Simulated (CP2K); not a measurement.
Consider hydroxyketene at its PBE geometry (Å).

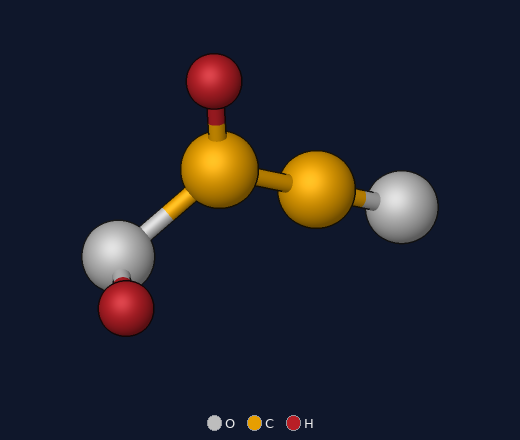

The molecule (oxygen light grey, carbon orange, hydrogen red).

```xyz
6

O     2.2444   -0.2092    0.2041
C     1.1064   -0.0289   -0.0437
C    -0.1761    0.1604   -0.3280
O    -1.1387   -0.6543    0.2938
H    -0.4619    0.8592   -1.1147
H    -1.5741   -0.1273    0.9885
```

Method: CP2K XAS_TDP, all-electron GAPW, PBEh(45%), aug-cc-pVTZ, TDA, no relativity.

**Question.** Predict the bright core excitations at the O K edge.

Leading lines: O1 527.40 eV and O4 529.11 eV. The leading line of an atom is its first one with 35 % of the strongest within 2.5 eV of its lowest line over the strength cut. 

The first six lines of each atom with a strength over 0.0015:

```tsv
atom	energy (eV)	states	strength, one atom
O1 (bonded to C)	527.40	1	0.0446
	531.90	1	0.0263
	532.58	1	0.0023
	534.68	1	0.0098
	535.02	1	0.0027
	536.73	1	0.0022
O4 (bonded to C and H)	529.11	1	0.0187
	530.65	1	0.0253
	532.35	1	0.0065
	532.70	1	0.0016
	532.95	1	0.0035
	533.25	1	0.0032
```

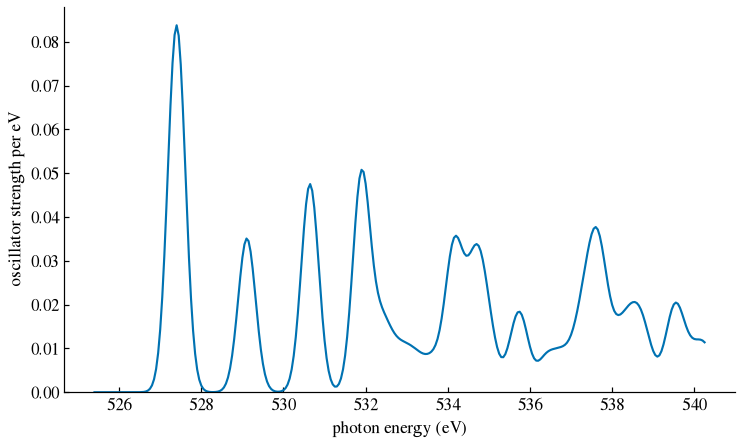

All atoms added, broadened by 0.5 eV.

Lines are vertical, at one geometry, with no vibrational structure. Without a correction of the core level, line positions, and the gaps between valence and Rydberg lines, follow the share of exact exchange. At this level such K lines come out 3 to 6 eV under measured ones. These values hold no scalar relativity, about 0.4 eV for O 1s. Rydberg lines, and the discretised continuum above threshold, depend on the basis and the box.

[Banner, clock and machine lines of the logs are left out without a mark of their own.]

[Logs are printed without paths, hosts, clocks, repeated set-up lines and the standing remarks that a program may print on its own settings, such as how far it seeks lower states.]

[Hosts, paths, dates, database ids (printed as entryN), source tags and the programs' standing remarks are cut or masked in the printed files.]
